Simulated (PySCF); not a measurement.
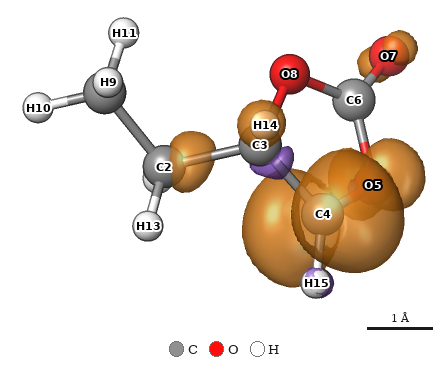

C$_{5}$H$_{7}$O$_{3}$ (SMILES CC[C@H]1[CH]OC(=O)O1) (doublet). Isosurfaces of the spin density at +0.03 (orange) and −0.03 e/Å³ (purple), seen at a tilt.

Geometry: GFN2-xTB.

Theory: UKS B3LYP, pcH-1 on C H O, non-relativistic, mean-field spin-orbit, GIAO in PySCF 2.14.0, density-fitted response routines.

```xyz
15

C    -2.0657    0.3204    0.0858
C    -0.8646   -0.5576   -0.2352
C     0.3565   -0.1656    0.6253
C     1.5699   -0.9882    0.3769
O     2.5203   -0.1940   -0.1778
C     2.0635    1.0845   -0.2047
O     2.6861    2.0107   -0.6099
O     0.8182    1.1395    0.2905
H    -2.3757    0.1840    1.1193
H    -2.8988    0.0618   -0.5626
H    -1.8156    1.3669   -0.0672
H    -0.5949   -0.4508   -1.2875
H    -1.0898   -1.6066   -0.0384
H     0.0468   -0.1549    1.6821
H     1.6395   -2.0419    0.2117
```

Q: Which atoms carry the spin?

A: The unpaired spin (1 electron) lies mostly on C4 (about 0.6) and O5 (about 0.1), in electrons by Hirshfeld's partition.
